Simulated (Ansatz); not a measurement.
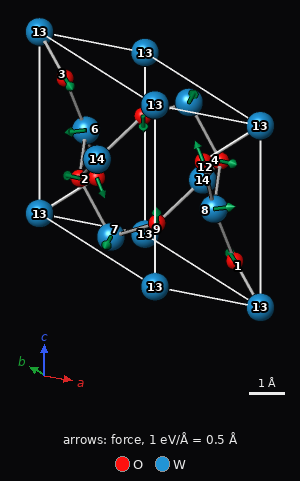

Starting geometry of crystalline W$_{3}$O$_{4}$ (a generated structure, set up in P2_1/c) with the computed forces as green arrows. Style: ball-and-stick. Shown: the cell of the calculation, slightly off an axis.

The start is a swapped structure.

Method: DFT, PAW plane waves, r2SCAN (Ansatz). (plane-wave cutoff 500 eV; k-point mesh 6 × 2 × 4; occupations fermi dirac; smearing width 0.1 eV; no spin polarisation; cell and atoms relaxed; force threshold 0.03 eV/Å; at most 60 steps)

Is this structure relaxed? If not, where do the atoms go?

It isn't relaxed: the largest force vector, on O atoms, is 1.88 eV/Å. The final displacements have little in common with the starting forces (cosine between the two patterns 0.29). After 20 accepted moves (24 points after the start) the energy has fallen by 15.050 eV per cell of the calculation. The largest force component goes from 1.8 to 0.0027 eV/Å. The pressure goes from 34.11 to −0.01 GPa. The line search rejected the trial steps at points 10, 20 of the run. The SCF was repeated twice at an unchanged geometry on a basis and grid sized afresh for the cell, which shifted the energy by 0.492 eV per cell of the calculation at most. The largest moves relative to the cell, 0.60 Å, are those of W atoms. By element the largest moves are W 0.60 Å, O 0.57 Å. The drawn cell changes as follows: a 3.395 → 4.636 Å (+36.5 %), b 8.736 → 8.872 Å (+1.6 %), c 5.386 → 4.906 Å (−8.9 %), β 106.1° → 104.0°; the volume changes by +27.6 %. Near-neighbour distances that change, for instance: W–W 3.174 → 3.916 Å, W–W 3.100 → 2.416 Å, W–W 3.116 → 2.743 Å, W–W 3.099 → 2.726 Å. New bonds form: W–W (3.10 → 2.42 Å). Bond angles that change, for instance: W–O–W 108.3° → 155.5°, O–W–O 171.2° → 132.6°, W–O–W 107.5° → 85.0°. The space group stays P2_1/c (No. 14). The run took 17 min on 2 threads of Arm Neoverse V1, on a shared host, peak memory 1.3 GiB.
